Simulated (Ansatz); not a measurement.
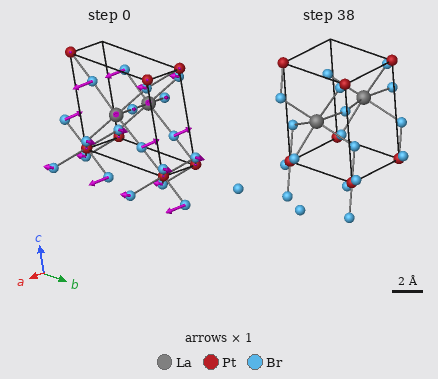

The structure of solid LaPtBr5 (built on the AlCrF5-71 type type) before (left) and after (right) a relaxation, at one scale. The purple arrows give the displacements (the part carried along by the change of the cell is left out), at their true length.

Style: ball-and-stick. Shown: the cell of the calculation, reduced to other axes, slightly off an axis. Lengths and directions refer to the drawn axes.

Case: shaken.

Level of theory: DFT, PBEsol, plane waves, PAW (Ansatz 0.2.0). Set-up: plane-wave cutoff 420 eV; k-point mesh 4 × 4 × 4; occupations fermi dirac; smearing width 0.05 eV; no spin polarisation; cell and atoms relaxed; force threshold 0.01 eV/Å; at most 120 steps.

Q: Describe what moved and what it gained.

A: A Br atom moves most relative to the cell: 1.48 Å along [3 −2 −1]. By element the largest moves are Br 1.48 Å, La 0.54 Å, Pt 0.12 Å. The drawn cell changes as follows: a 5.469 → 5.851 Å (+7.0 %), b 7.391 → 5.658 Å (−23.4 %), c 7.419 → 7.152 Å (−3.6 %), α 90.0° → 92.3°, β 68.5° → 85.1°, γ 68.3° → 79.8°; the volume changes by −9.5 %. Among the contacts that change: Br–La 5.804 → 3.242 Å, Br–Pt 3.103 → 4.481 Å, Br–Pt 3.213 → 4.539 Å, Br–Br 3.074 → 4.265 Å. New bonds form, among them: Br–La (5.80 → 3.24 Å). Among the angles between lasting bonds that change: La–Br–Pt 179.5° → 118.9°, La–Br–Pt 171.5° → 116.9°, Br–La–Br 83.9° → 121.4°. The space group stays P1 (No. 1). The energy falls by 373 meV per atom in 31 accepted moves (38 points after the start). Largest force component: 1.8 eV/Å at the start, 0.00066 eV/Å at the end. Pressure: 0.36 GPa at the start and 0.01 GPa at the end. The line search rejected the trial steps at points 13, 24, 31, 33, 36 of the run. At 2 points the geometry stayed and the basis and grid were re-selected for the new cell (energy shift of 4.0 meV per atom at most each time). The run took 5.5 min on 4 threads of Arm Neoverse V2 (shared host), peak memory 0.76 GiB.
